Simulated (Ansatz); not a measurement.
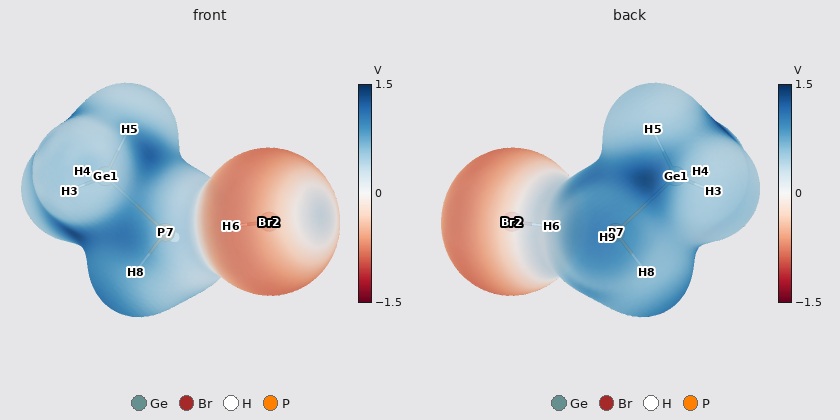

Figure 1: GeH5P···HBr. The molecular electrostatic potential painted on the density surface at 0.002 e/bohr³, seen from the front and from behind; red is negative and blue positive.

The product side of a reaction path; geometry: PBE0-D4/def2-TZVP; a saddle point, not a minimum.

Computed with RKS PBE0-D4/def2-TZVPP (Ansatz 0.2.0).

The calculation's input:

```
crystal:
  periodic: [false, false, false]
  atoms:
    - {symbol: Ge, position_ang: [-1.421196, -0.704615, -0.074640]}
    - {symbol: Br, position_ang: [2.464342, 3.007254, -1.112524]}
    - {symbol: H, position_ang: [-1.818961, -1.981785, 0.679770]}
    - {symbol: H, position_ang: [-2.324261, 0.459614, 0.353402]}
    - {symbol: H, position_ang: [-1.542820, -0.930090, -1.587447]}
    - {symbol: H, position_ang: [1.842521, 1.830745, -0.545302]}
    - {symbol: P, position_ang: [0.772464, -0.085959, 0.364513]}
    - {symbol: H, position_ang: [0.690981, -0.226949, 1.772274]}
    - {symbol: H, position_ang: [1.336928, -1.368215, 0.149954]}
basis:
  gaussian: {orbitals: def2-TZVPP}
hamiltonian: {xc: pbe0, dispersion: d4}
output: {orbitals: {seedname: orbitals}}
```

Command:

```sh
ansatz run in.yaml --threads 8 --pin off --events-out ev --progress --plain --max-ram 19148MiB
```

Question: Describe the electrostatic potential map.

Answer: The most negative region (about −0.8 V) lies over Br2, the most positive (about +1.4 V) over Ge1. Br2 shows a σ-hole: about +0.3 V at the tip opposite its bond, against about −0.8 V on its flanks.
